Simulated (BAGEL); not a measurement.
**C2H4O2Si (SMILES C=C1O[SiH2]O1) at HF/6-31G(d) (density fitting with qzvpp-jkfit, spherical functions)**

Aim: the vertical ionisation energy of C2H4O2Si at HF/6-31G* (density fitting with qzvpp-jkfit, spherical functions), from 2 runs. 

Program for the calculation: BAGEL 1.2.2.

## Step 1: The molecule

The species is C2H4O2Si (9 atoms), meant as a singlet with charge 0. SMILES: `C=C1O[SiH2]O1`. The shape is that of a PBE0-D4/def2-TZVP optimisation.

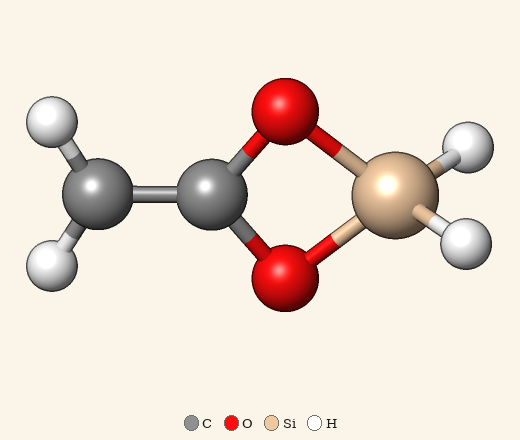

The structure, seen from a chosen angle (carbon grey, oxygen red, silicon light orange, hydrogen white).

## Step 2: The energy at HF/6-31G(d) (density fitting with qzvpp-jkfit, spherical functions)

Contents of job.json:

```json
{ "bagel" : [

{
  "title" : "molecule",
  "basis" : "6-31gs.json",
  "df_basis" : "qzvpp-jkfit",
  "angstrom" : "true",
  "geometry" : [
    { "atom" : "C", "xyz" : [    0.527300,    1.358500,   -1.129600 ] },
    { "atom" : "C", "xyz" : [    0.157300,    0.383100,   -0.322900 ] },
    { "atom" : "O", "xyz" : [   -0.585200,    0.473600,    0.838200 ] },
    { "atom" : "Si", "xyz" : [   -0.440000,   -1.190500,    0.978300 ] },
    { "atom" : "O", "xyz" : [    0.421700,   -0.967300,   -0.442100 ] },
    { "atom" : "H", "xyz" : [    0.243100,    2.374800,   -0.904500 ] },
    { "atom" : "H", "xyz" : [    1.111300,    1.132600,   -2.008400 ] },
    { "atom" : "H", "xyz" : [   -1.701100,   -1.949600,    0.840800 ] },
    { "atom" : "H", "xyz" : [    0.354100,   -1.661500,    2.132900 ] }
  ]
},
{ "title" : "hf" },
{ "title" : "print", "file" : "orbitals.molden", "orbitals" : "true" }

]}
```

The basis set 6-31G* is read from a file made from the Basis Set Exchange's data (not shown).

On the command line:

```sh
$ BAGEL_NUM_THREADS=1 BAGEL job.json > job.out
```

Standard output:

```text
* using 1 threads per process

  ===============================================================
  ===============================================================

  *** Geometry ***

  { "atom" : "C", "xyz" : [      0.996453,      2.567193,     -2.134635 ] },
  { "atom" : "C", "xyz" : [      0.297254,      0.723954,     -0.610193 ] },
  { "atom" : "O", "xyz" : [     -1.105868,      0.894974,      1.583968 ] },
  { "atom" : "Si", "xyz" : [     -0.831479,     -2.249719,      1.848719 ] },
  { "atom" : "O", "xyz" : [      0.796898,     -1.827932,     -0.835448 ] },
  { "atom" : "H", "xyz" : [      0.459392,      4.487722,     -1.709257 ] },
  { "atom" : "H", "xyz" : [      2.100053,      2.140304,     -3.795326 ] },
  { "atom" : "H", "xyz" : [     -3.214613,     -3.684210,      1.588882 ] },
  { "atom" : "H", "xyz" : [      0.669152,     -3.139780,      4.030597 ] },

  Number of auxiliary basis functions:      504

  Since a DF basis is specified, we compute 2- and 3-index integrals:
    o Being stored without compression. Storage requirement is 0.027 GB

  Number of basis functions:       82
  Number of electrons      :       46

    * METHOD: MOLECULE                             0.44

  *** RHF ***

  === Nuclear Repulsion ===
   231.1289581710

      * DIIS with orbital gradients will be used.

  === RHF iteration (6-31gs.json) ===
      0       -516.47610942          0.02094624           0.10
      1       -516.65354853          0.01255480           0.10
      2       -516.72063363          0.00167889           0.10
      3       -516.72248702          0.00050457           0.10
      4       -516.72266304          0.00014066           0.10
      5       -516.72268273          0.00004412           0.10
      6       -516.72268497          0.00003077           0.10
      7       -516.72268579          0.00000448           0.10
      8       -516.72268581          0.00000157           0.10
      9       -516.72268581          0.00000070           0.10
     10       -516.72268582          0.00000023           0.10
     11       -516.72268582          0.00000008           0.10
     12       -516.72268582          0.00000002           0.10
     13       -516.72268582          0.00000001           0.10
    * SCF iteration converged.

    * Permanent dipole moment:
           (    0.238612,     0.628386,    -0.519548) a.u.

    * METHOD: HF                                   1.67

    * METHOD: PRINT                                0.02

  ===============================================================
```

Wall time 2.3 s (1 thread of Arm Neoverse N1, shared host); peak memory 0.12 GiB.

## Step 3: The doublet cation

Contents of input.json:

```json
{ "bagel": [

{
  "title": "molecule",
  "basis": "6-31gs.json",
  "df_basis": "qzvpp-jkfit",
  "angstrom": true,
  "geometry": [
    { "atom": "C", "xyz": [       0.527300,       1.358500,      -1.129600 ] },
    { "atom": "C", "xyz": [       0.157300,       0.383100,      -0.322900 ] },
    { "atom": "O", "xyz": [      -0.585200,       0.473600,       0.838200 ] },
    { "atom": "Si", "xyz": [      -0.440000,      -1.190500,       0.978300 ] },
    { "atom": "O", "xyz": [       0.421700,      -0.967300,      -0.442100 ] },
    { "atom": "H", "xyz": [       0.243100,       2.374800,      -0.904500 ] },
    { "atom": "H", "xyz": [       1.111300,       1.132600,      -2.008400 ] },
    { "atom": "H", "xyz": [      -1.701100,      -1.949600,       0.840800 ] },
    { "atom": "H", "xyz": [       0.354100,      -1.661500,       2.132900 ] }
  ]
},

{ "title": "uhf", "charge": 1, "nopen": 1 },

{ "title": "print", "file": "orbitals.molden", "orbitals": true }

]}
```

The basis set 6-31G* is read from a file made from the Basis Set Exchange's data (not shown).

On the command line:

```sh
$ BAGEL_NUM_THREADS=1 BAGEL input.json > input.out
```

Standard output:

```text
* using 1 threads per process

  ===============================================================
  ===============================================================

  *** Geometry ***

  { "atom" : "C", "xyz" : [      0.996453,      2.567193,     -2.134635 ] },
  { "atom" : "C", "xyz" : [      0.297254,      0.723954,     -0.610193 ] },
  { "atom" : "O", "xyz" : [     -1.105868,      0.894974,      1.583968 ] },
  { "atom" : "Si", "xyz" : [     -0.831479,     -2.249719,      1.848719 ] },
  { "atom" : "O", "xyz" : [      0.796898,     -1.827932,     -0.835448 ] },
  { "atom" : "H", "xyz" : [      0.459392,      4.487722,     -1.709257 ] },
  { "atom" : "H", "xyz" : [      2.100053,      2.140304,     -3.795326 ] },
  { "atom" : "H", "xyz" : [     -3.214613,     -3.684210,      1.588882 ] },
  { "atom" : "H", "xyz" : [      0.669152,     -3.139780,      4.030597 ] },

  Number of auxiliary basis functions:      504

  Since a DF basis is specified, we compute 2- and 3-index integrals:
    o Being stored without compression. Storage requirement is 0.027 GB

  Number of basis functions:       82
  Number of electrons      :       46

    * METHOD: MOLECULE                             0.45

  *** Open-shell HF ***

  === Nuclear Repulsion ===
   231.1289581710

      * DIIS with orbital gradients will be used.

  === UHF iteration (6-31gs.json) ===
      0       -516.18877799          0.04241629           0.20
      1       -516.35333233          0.02794608           0.20
      2       -516.39889742          0.01915976           0.20
      3       -516.43623597          0.00116179           0.20
      4       -516.43687303          0.00039676           0.20
      5       -516.43697004          0.00019792           0.20
      6       -516.43701379          0.00005153           0.20
      7       -516.43701861          0.00001918           0.20
      8       -516.43701980          0.00001076           0.20
      9       -516.43702017          0.00000337           0.20
     10       -516.43702022          0.00000169           0.20
     11       -516.43702023          0.00000072           0.20
     12       -516.43702024          0.00000050           0.20
     13       -516.43702024          0.00000029           0.20
     14       -516.43702024          0.00000014           0.20
     15       -516.43702024          0.00000005           0.20
     16       -516.43702024          0.00000002           0.20
     17       -516.43702024          0.00000001           0.20
     18       -516.43702024          0.00000001           0.20
    * SCF iteration converged.

    * S^2 (UHF) is 0.7578

    * Permanent dipole moment:
           (   -0.271492,    -0.715887,     0.592114) a.u.

    * METHOD: UHF                                  4.07

    * METHOD: PRINT                                0.02

  ===============================================================
```

Run time: 4.8 s. Hardware: 1 thread of Arm Neoverse N1, shared host; peak memory 0.12 GiB.

## Step 4: Outcome

Level: HF/6-31G* (density fitting with qzvpp-jkfit, spherical functions).

| quantity | value |
| --- | --- |
| singlet C2H4O2Si: total energy | -516.72269 Eh |
| singlet C2H4O2Si: dipole moment | 2.16 D |
| singlet C2H4O2Si: HOMO energy | -9.17 eV |
| singlet C2H4O2Si: LUMO energy | 2.71 eV |
| singlet C2H4O2Si: HOMO–LUMO gap | 11.88 eV |
| doublet cation: total energy | -516.43702 Eh |
| doublet cation: ⟨S²⟩ | 0.758 |
| vertical ionisation energy (to the doublet cation) | 7.773 eV |

**Reading.** The vertical ionisation energy comes to 7.77 eV (750 kJ/mol). The negative HOMO energy of the first species, 9.17 eV, lies 1.40 eV above that difference.
